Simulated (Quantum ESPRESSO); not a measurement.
# Li2MnO2: magnetism against uniaxial strain

Wanted: the trend of the moments of Li2MnO2 with uniaxial strain.

Program: Quantum ESPRESSO 7.5. Level of theory: LDA with U = 4 eV on Mn d (ortho-atomic projectors); plane waves with GBRV 1.5 LDA potentials, no spin-orbit coupling. Results are calculated unless marked as measured.

## Step 1: The starting structure

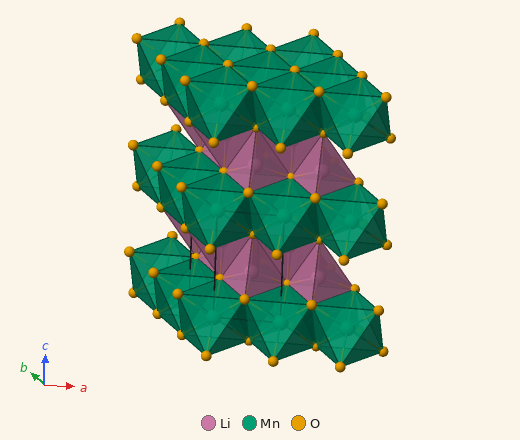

The starting structure, seen slightly off an axis (lithium pink, manganese teal, oxygen orange). 2×2×2 cells are drawn. Some periodic images of atoms are drawn too.

The cell comes from the Crystallography Open Database.

## Step 2: Factor along z 0.94, ferro +

Lengths along Cartesian z scale by the factor. Atoms keep their fractional places. Seeded atoms are those given a starting moment.

Contents of pw.in:

```
&CONTROL
  calculation = 'scf'
  prefix = 'pwscf'
  outdir = './tmp'
  pseudo_dir = './pseudo'
  disk_io = 'nowf'
  tprnfor = .true.
  tstress = .true.
/
&SYSTEM
  ibrav = 0
  nat = 5
  ntyp = 3
  ecutwfc = 40
  ecutrho = 280
  nbnd = 27
  occupations = 'smearing'
  smearing = 'fd'
  degauss = 0.00367493
  nspin = 2
  starting_magnetization(1) = 0
  starting_magnetization(2) = 0.3
  starting_magnetization(3) = 0
/
&ELECTRONS
  conv_thr = 1d-08
  electron_maxstep = 150
  mixing_beta = 0.3
/
ATOMIC_SPECIES
Li      6.9400 li_lda_v1.4.uspp.F.UPF
Mn     54.9380 mn_lda_v1.5.uspp.F.UPF
O      15.9990 o_lda_v1.2.uspp.F.UPF
CELL_PARAMETERS bohr
   6.0376749682    0.0000000000    0.0000000000
  -3.0188374841    5.2287799023    0.0000000000
   0.0000000000    0.0000000000    9.4199445806
ATOMIC_POSITIONS crystal
Li      0.6666666667    0.3333333333    0.3910000000
Li      0.3333333333    0.6666666667    0.6090000000
Mn      0.0000000000    0.0000000000    0.0000000000
O       0.3333333333    0.6666666667    0.2490000000
O       0.6666666667    0.3333333333    0.7510000000
K_POINTS automatic
8 8 4 0 0 0
HUBBARD {ortho-atomic}
U Mn-3d 4.0000
```

On the command line:

```
$ OMP_NUM_THREADS=1 mpirun -n 2 pw.x -nk 2 -in pw.in > pw.out
```

The program printed:

```text
Program PWSCF v.7.5 starts

     Message from routine setup:
     using ibrav=0 with symmetry is DISCOURAGED, use correct ibrav instead

     K-points division:     npool     =       2
     Subspace diagonalization in iterative solution of the eigenvalue problem:

     bravais-lattice index     =            0
     lattice parameter (alat)  =       6.0377  a.u.
     unit-cell volume          =     297.3846 (a.u.)^3
     number of atoms/cell      =            5
     number of atomic types    =            3
     number of electrons       =        33.00
     number of Kohn-Sham states=           27
     kinetic-energy cutoff     =      40.0000  Ry
     charge density cutoff     =     280.0000  Ry
     scf convergence threshold =      1.0E-08
     mixing beta               =       0.3000
     number of iterations used =            8  plain     mixing
     Exchange-correlation= SLA  PZ   NOGX NOGC
                           (   1   1   0   0   0   0   0)
     Hubbard projectors: ortho-atomic
     Hubbard parameters of DFT+U (Dudarev formulation) in eV:
     U(Mn-3d) =  4.0000

     Internal variables: lda_plus_u =T, lda_plus_u_kind = 0

     Internal variables: orbital_resolved =F, hub_pot_fix =F, apply_U = F

     celldm(1)=   6.037675  celldm(2)=   0.000000  celldm(3)=   0.000000
     celldm(4)=   0.000000  celldm(5)=   0.000000  celldm(6)=   0.000000

     crystal axes: (cart. coord. in units of alat)
               a(1) = (   1.000000   0.000000   0.000000 )
               a(2) = (  -0.500000   0.866025   0.000000 )
               a(3) = (   0.000000   0.000000   1.560194 )

     reciprocal axes: (cart. coord. in units 2 pi/alat)
               b(1) = (  1.000000  0.577350 -0.000000 )
               b(2) = (  0.000000  1.154701  0.000000 )
               b(3) = (  0.000000 -0.000000  0.640946 )

     PseudoPot. # 1 for Li read from file:
     li_lda_v1.4.uspp.F.UPF
     Pseudo is Ultrasoft, Zval =  3.0

     PseudoPot. # 2 for Mn read from file:
     mn_lda_v1.5.uspp.F.UPF
     Pseudo is Ultrasoft + core correction, Zval = 15.0

     PseudoPot. # 3 for O  read from file:
     o_lda_v1.2.uspp.F.UPF
     Pseudo is Ultrasoft + core correction, Zval =  6.0

     atomic species   valence    mass     pseudopotential
     Li                3.00     6.94000     Li( 1.00)
     Mn               15.00    54.93800     Mn( 1.00)
     O                 6.00    15.99900     O ( 1.00)

     Starting magnetic structure
     atomic species   magnetization
     Li              0.000
     Mn              0.300
     O               0.000

     12 Sym. Ops., with inversion, found

   Cartesian axes

     site n.     atom                  positions (alat units)
         1        Li     tau(   1) = (   0.5000000   0.2886751   0.6100359  )
         2        Li     tau(   2) = (  -0.0000000   0.5773503   0.9501582  )
         3        Mn     tau(   3) = (   0.0000000   0.0000000   0.0000000  )
         4        O      tau(   4) = (  -0.0000000   0.5773503   0.3884883  )
         5        O      tau(   5) = (   0.5000000   0.2886751   1.1717057  )

     number of k points=    35  Fermi-Dirac smearing, width (Ry)=  0.0037
                       cart. coord. in units 2pi/alat
        k(    1) = (   0.0000000   0.0000000   0.0000000), wk =   0.0039062
        k(    2) = (   0.0000000   0.0000000   0.1602365), wk =   0.0078125
        k(    3) = (   0.0000000   0.0000000  -0.3204730), wk =   0.0039062
        k(    4) = (   0.0000000   0.1443376   0.0000000), wk =   0.0234375
        k(    5) = (   0.0000000   0.1443376   0.1602365), wk =   0.0234375
        [... 30 further k-points ...]

     Dense  grid:    23493 G-vectors     FFT dimensions: (  36,  36,  54)

     Smooth grid:    10177 G-vectors     FFT dimensions: (  25,  25,  40)

     Check: negative core charge=   -0.000035
     Generating pointlists ...
     new r_m :   0.2317 (alat units)  1.3989 (a.u.) for type    1
     new r_m :   0.2871 (alat units)  1.7331 (a.u.) for type    2
     new r_m :   0.2317 (alat units)  1.3989 (a.u.) for type    3

     Initial potential from superposition of free atoms

     starting charge      31.5984, renormalised to      33.0000

     STARTING HUBBARD OCCUPATIONS:

     =================== HUBBARD OCCUPATIONS ===================
     ------------------------ ATOM    3 ------------------------
     Tr[ns(  3)] (up, down, total) =   5.00000  0.00000  5.00000
     Atomic magnetic moment for atom   3 =   5.00000
     [... lines left out ...]
     Number of occupied Hubbard levels =    5.0000

     Atomic wfc used for Hubbard projectors are orthogonalized

     Starting wfcs are   31 randomized atomic wfcs

     Self-consistent Calculation

     iteration #  1     ecut=    40.00 Ry     beta= 0.30
     Davidson diagonalization with overlap
     ethr =  1.00E-02,  avg # of iterations =  3.5

     =================== HUBBARD OCCUPATIONS ===================
     ------------------------ ATOM    3 ------------------------
     Tr[ns(  3)] (up, down, total) =   3.00722  0.12862  3.13584
     Atomic magnetic moment for atom   3 =   2.87860
     [... lines left out ...]
     Number of occupied Hubbard levels =    3.1358

     total energy              =    -302.20355159 Ry
     estimated scf accuracy    <       7.35592813 Ry

     total magnetization       =     3.00 Bohr mag/cell
     absolute magnetization    =     3.17 Bohr mag/cell

     iteration #  2     ecut=    40.00 Ry     beta= 0.30
     Davidson diagonalization with overlap
     ethr =  1.00E-02,  avg # of iterations =  2.5

     total energy              =    -303.41219735 Ry
     estimated scf accuracy    <       6.00767777 Ry

     total magnetization       =     2.81 Bohr mag/cell
     absolute magnetization    =     2.81 Bohr mag/cell

     [... further iterations left out ...]

     iteration # 12     ecut=    40.00 Ry     beta= 0.30
     Davidson diagonalization with overlap
     ethr =  1.52E-10,  avg # of iterations =  2.0

     negative rho (up, down):  0.000E+00 4.420E-04

     total energy              =    -304.57770694 Ry
     estimated scf accuracy    <       0.00000001 Ry

     total magnetization       =     5.00 Bohr mag/cell
     absolute magnetization    =     5.00 Bohr mag/cell

     iteration # 13     ecut=    40.00 Ry     beta= 0.30
     Davidson diagonalization with overlap
     ethr =  4.27E-11,  avg # of iterations =  2.0

     negative rho (up, down):  0.000E+00 4.419E-04

     Magnetic moment per site  (integrated on atomic sphere of radius R)
     atom   1 (R=0.232)  charge=  2.1396  magn=  0.0039
     atom   2 (R=0.232)  charge=  2.1396  magn=  0.0039
     atom   3 (R=0.287)  charge= 12.5910  magn=  4.2412
     atom   4 (R=0.232)  charge=  4.9538  magn=  0.0967
     atom   5 (R=0.232)  charge=  4.9538  magn=  0.0967

     End of self-consistent calculation

     =================== HUBBARD OCCUPATIONS ===================
     ------------------------ ATOM    3 ------------------------
     Tr[ns(  3)] (up, down, total) =   4.96363  0.28144  5.24507
     Atomic magnetic moment for atom   3 =   4.68218
     [... lines left out ...]
     Number of occupied Hubbard levels =    5.2451

     [... lines left out ...]
     the Fermi energy is     9.3322 ev

!    total energy              =    -304.57770695 Ry
     estimated scf accuracy    <          4.4E-10 Ry
     smearing contrib. (-TS)   =      -0.00000000 Ry
     internal energy E=F+TS    =    -304.57770695 Ry

     The total energy is F=E-TS. E is the sum of the following terms:
     one-electron contribution =    -161.42276940 Ry
     hartree contribution      =      93.32217459 Ry
     xc contribution           =     -47.62170035 Ry
     ewald contribution        =    -188.89894037 Ry
     Hubbard energy            =       0.04352857 Ry

     total magnetization       =     5.00 Bohr mag/cell
     absolute magnetization    =     5.00 Bohr mag/cell

     convergence has been achieved in  13 iterations

     negative rho (up, down):  0.000E+00 4.419E-04

     Forces acting on atoms (cartesian axes, Ry/au):

     atom    1 type  1   force =    -0.00000000   -0.00000000   -0.03961592
     atom    2 type  1   force =     0.00000000    0.00000000    0.03961592
     atom    3 type  2   force =     0.00000000    0.00000000    0.00000000
     atom    4 type  3   force =     0.00000000    0.00000000   -0.00551786
     atom    5 type  3   force =    -0.00000000    0.00000000    0.00551786

     Total force =     0.056566     Total SCF correction =     0.000026

     Computing stress (Cartesian axis) and pressure

     negative rho (up, down):  0.000E+00 4.419E-04
          total   stress  (Ry/bohr**3)                   (kbar)     P=        8.94
  -0.00015624   0.00000000   0.00000000          -22.98        0.00        0.00
   0.00000000  -0.00015624   0.00000000            0.00      -22.98        0.00
   0.00000000   0.00000000   0.00049471            0.00        0.00       72.77

=------------------------------------------------------------------------------=
   JOB DONE.
=------------------------------------------------------------------------------=
```

The job ended after 18 s (2 MPI ranks of Intel Xeon 6975P-C (Granite Rapids), shared host; peak memory 0.27 GiB; 36 s of CPU time).

Spin moment in the atom's sphere by atom:

```csv
atom,spin moment in the atom's sphere (μB)
Li1,0.00
Li2,0.00
Mn3,4.24
O4,0.10
O5,0.10
```

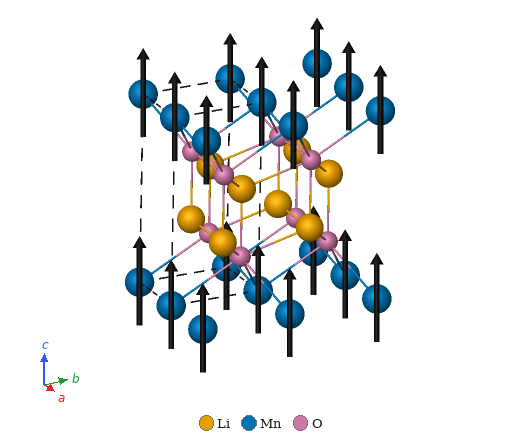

Spin moment in the atom's sphere as arrows, the longest 4.24 μB. Up and down stand for the sign. Arrows give size and sign along the axis of quantisation, drawn up and down the page. Bonds to atoms that aren't drawn are left out. 2×2×1 cells are drawn. Some periodic images of atoms are drawn too.

Read from the output:

| Property | Result |
| --- | --- |
| smearing term TS | 2.07e-12 eV |
| pressure | 0.8935 GPa |
| magnetization | 5 μB |
| absolute magnetization | 5 μB |
| final state | ferromagnetic |

## Step 3: Factor along z 0.94, no spin polarisation

pw.in: that of step 2 with these lines changed.

```diff
@@ -15,3 +15,3 @@
   ecutrho = 280
-  nbnd = 27
+  nbnd = 25
   occupations = 'smearing'
@@ -19,6 +19,2 @@
   degauss = 0.00367493
-  nspin = 2
-  starting_magnetization(1) = 0
-  starting_magnetization(2) = 0.3
-  starting_magnetization(3) = 0
 /
```

The program printed:

```text
     [... lines left out ...]
Program PWSCF v.7.5 starts
     [... lines left out ...]
     number of atoms/cell      =            5
     [... lines left out ...]
     number of electrons       =        33.00
     number of Kohn-Sham states=           25
     kinetic-energy cutoff     =      40.0000  Ry
     charge density cutoff     =     280.0000  Ry
     scf convergence threshold =      1.0E-08
     [... lines left out ...]
     12 Sym. Ops., with inversion, found
     [... lines left out ...]
     number of k points=    35  Fermi-Dirac smearing, width (Ry)=  0.0037
     [... lines left out ...]
     iteration # 15     ecut=    40.00 Ry     beta= 0.30
     [... lines left out ...]
     Tr[ns(  3)] =   5.54788
     [... lines left out ...]
     the Fermi energy is     8.6514 ev
!    total energy              =    -304.30490144 Ry
     estimated scf accuracy    <          3.9E-09 Ry
     smearing contrib. (-TS)   =      -0.00414189 Ry
     [... lines left out ...]
     convergence has been achieved in  15 iterations
     [... lines left out ...]
     Total force =     0.113397     Total SCF correction =     0.000241
     [... lines left out ...]
          total   stress  (Ry/bohr**3)                   (kbar)     P=     -174.64
     [... lines left out ...]
```

Elapsed: 10 s, on 2 MPI ranks; peak memory 0.23 GiB; 20 s of CPU time.

Read from the output:

* smearing term TS: 0.05635 eV
* pressure: -17.46 GPa
* final state: non-magnetic (no spin polarisation)

## Step 4: Factor along z 1.06, ferro +

pw.in: that of step 3 with these lines changed.

```diff
@@ -15,3 +15,3 @@
   ecutrho = 280
-  nbnd = 25
+  nbnd = 27
   occupations = 'smearing'
@@ -19,2 +19,6 @@
   degauss = 0.00367493
+  nspin = 2
+  starting_magnetization(1) = 0
+  starting_magnetization(2) = 0.3
+  starting_magnetization(3) = 0
 /
@@ -32,3 +36,3 @@
   -3.0188374841    5.2287799023    0.0000000000
-   0.0000000000    0.0000000000    9.4199445806
+   0.0000000000    0.0000000000   10.6224906972
 ATOMIC_POSITIONS crystal
```

The program printed:

```text
     [... lines left out ...]
Program PWSCF v.7.5 starts
     [... lines left out ...]
     number of atoms/cell      =            5
     [... lines left out ...]
     number of electrons       =        33.00
     number of Kohn-Sham states=           27
     kinetic-energy cutoff     =      40.0000  Ry
     charge density cutoff     =     280.0000  Ry
     scf convergence threshold =      1.0E-08
     [... lines left out ...]
     12 Sym. Ops., with inversion, found
     [... lines left out ...]
     number of k points=    35  Fermi-Dirac smearing, width (Ry)=  0.0037
     [... lines left out ...]
     iteration # 13     ecut=    40.00 Ry     beta= 0.30
     [... lines left out ...]
     Magnetic moment per site  (integrated on atomic sphere of radius R)
     atom   1 (R=0.259)  charge=  2.2018  magn=  0.0041
     atom   2 (R=0.259)  charge=  2.2018  magn=  0.0041
     atom   3 (R=0.299)  charge= 12.6990  magn=  4.3362
     atom   4 (R=0.259)  charge=  5.4361  magn=  0.0838
     atom   5 (R=0.259)  charge=  5.4361  magn=  0.0838
     [... lines left out ...]
     Tr[ns(  3)] (up, down, total) =   4.97047  0.24363  5.21410
     [... lines left out ...]
     the Fermi energy is     7.6322 ev
!    total energy              =    -304.55828998 Ry
     estimated scf accuracy    <          1.0E-09 Ry
     smearing contrib. (-TS)   =      -0.00000000 Ry
     [... lines left out ...]
     total magnetization       =     5.00 Bohr mag/cell
     absolute magnetization    =     5.00 Bohr mag/cell
     convergence has been achieved in  13 iterations
     [... lines left out ...]
     Total force =     0.051497     Total SCF correction =     0.000016
     [... lines left out ...]
          total   stress  (Ry/bohr**3)                   (kbar)     P=     -121.95
     [... lines left out ...]
```

Wall time 21 s (2 MPI ranks); peak memory 0.26 GiB.

Numbers from this step:

```yaml
smearing_term_ts: 8.02e-12 eV
pressure: -12.19 GPa
magnetization: 5 μB
absolute_magnetization: 5 μB
final_state: ferromagnetic
largest_moment: 4.336 μB
```

## Step 5: An input with a fault

One input was spoiled on purpose, to see how the program answers.

pw.in: that of step 4 with these lines changed.

```diff
@@ -26,3 +26,3 @@
   conv_thr = 1d-08
-  electron_maxstep = 150
+  electron_maxstep = 2
   mixing_beta = 0.3
@@ -33,6 +33,6 @@
 O      15.9990 o_lda_v1.2.uspp.F.UPF
-CELL_PARAMETERS bohr
-   6.0376749682    0.0000000000    0.0000000000
-  -3.0188374841    5.2287799023    0.0000000000
-   0.0000000000    0.0000000000   10.6224906972
+CELL_PARAMETERS angstrom
+   3.1950000000    0.0000000000    0.0000000000
+  -1.5975000000    2.7669511651    0.0000000000
+   0.0000000000    0.0000000000    5.3030000000
 ATOMIC_POSITIONS crystal
```

The program printed:

```text
     [... lines left out ...]
Program PWSCF v.7.5 starts
     [... lines left out ...]
     number of atoms/cell      =            5
     [... lines left out ...]
     number of electrons       =        33.00
     number of Kohn-Sham states=           27
     kinetic-energy cutoff     =      40.0000  Ry
     charge density cutoff     =     280.0000  Ry
     scf convergence threshold =      1.0E-08
     [... lines left out ...]
     12 Sym. Ops., with inversion, found
     [... lines left out ...]
     number of k points=    35  Fermi-Dirac smearing, width (Ry)=  0.0037
     [... lines left out ...]
     iteration #  2     ecut=    40.00 Ry     beta= 0.30
     [... lines left out ...]
     estimated scf accuracy    <      16.05500236 Ry
     total magnetization       =     0.86 Bohr mag/cell
     absolute magnetization    =     1.10 Bohr mag/cell
     [... lines left out ...]
     convergence NOT achieved after   2 iterations: stopping
[key lines of the parts left out:]
total energy              =    -302.03145829 Ry
```

Wall time 4.4 s (2 MPI ranks); peak memory 0.24 GiB.

No converged result was reached; the numbers in the log don't describe the system.

The fault put into the input: too few SCF iterations.

## Step 6: The series

The runs not shown differ from these in the moved quantity alone.

States, by row:

```csv
c axis,ferro +,no spin polarisation
0.94,ferromagnetic,non-magnetic
0.97,ferromagnetic,non-magnetic
1,ferromagnetic,non-magnetic
1.03,ferromagnetic,non-magnetic
1.06,ferromagnetic,non-magnetic
```

Table of largest site moment, ferro + by c axis:

```csv
c axis (factor),"largest site moment, ferro + (μB)"
0.9400,4.24
0.9700,4.27
1.0000,4.29
1.0300,4.31
1.0600,4.34
```

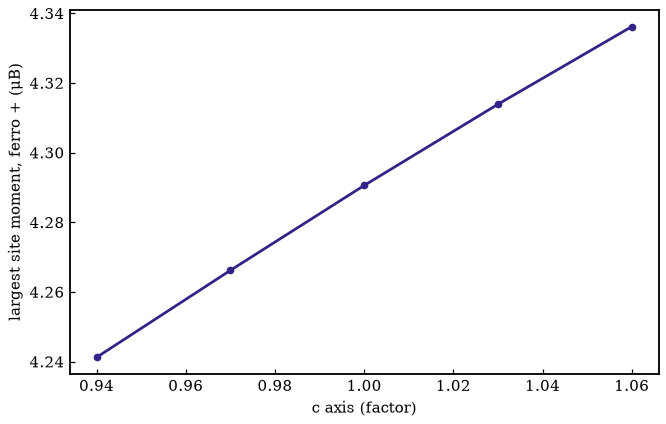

Largest site moment, ferro + against c axis.

The energy less that of the parallel start, no spin polarisation by c axis:

```csv
c axis (factor),"energy less that of the parallel start, no spin polarisation (meV a seeded atom)"
0.9400,3712
0.9700,3868
1.0000,4010
1.0300,4139
1.0600,4255
```

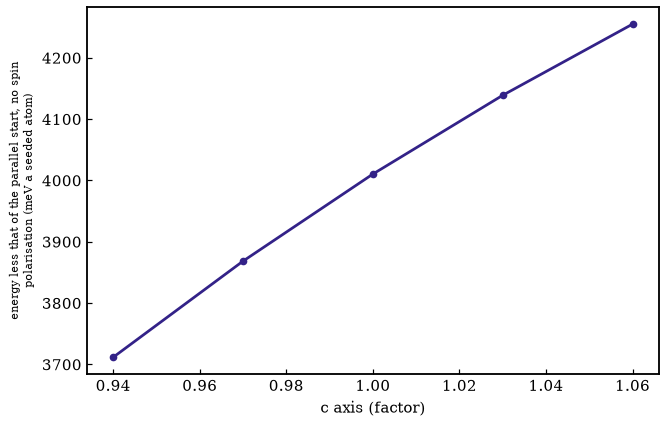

Energy less that of the parallel start, no spin polarisation against c axis.

Energy over the lowest against c axis; values in meV an atom:

```csv
c axis (factor),ferro +,no spin polarisation
0.9400,5.34,748
0.9700,0,774
1.0000,8.28,810
1.0300,28.2,856
1.0600,58.2,909
```

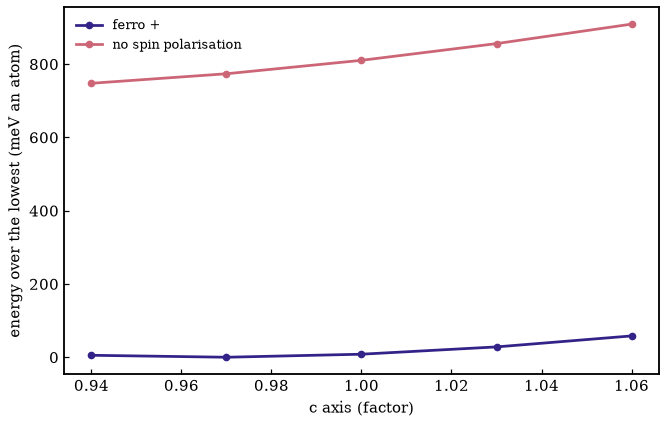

Energy over the lowest against c axis.

## Step 7: What came out

```json
{
  "moment, parallel start": "4.24 to 4.34 μB",
  "states met from these starts": "ferromagnetic"
}
```

**Reading.** The moment of the parallel start goes from 4.24 μB at 0.94 to 4.34 μB at 1.06. The net moment of the cell goes from 5 to 5 μB. The radius of the spheres follows the nearest distance, so part of the change of the site moments is the spheres'. Only a parallel start was run beside the spinless one, so opposed or spiral orders, which may lie lower, are not probed.

[Logs and program files are shortened in this print: banners, set-up blocks, solver, clock and traceback lines can be left out without a mark of their own.]

[Logs are printed without paths, hosts, clocks, repeated set-up lines and the standing remarks that a program may print on its own settings, such as how far it seeks lower states.]

[Hosts, paths, dates, database ids (printed as entryN), source tags and the programs' standing remarks are cut or masked in the printed files.]

[Where a cell is said to come from a database of computed structures, the database is the Materials Project.]
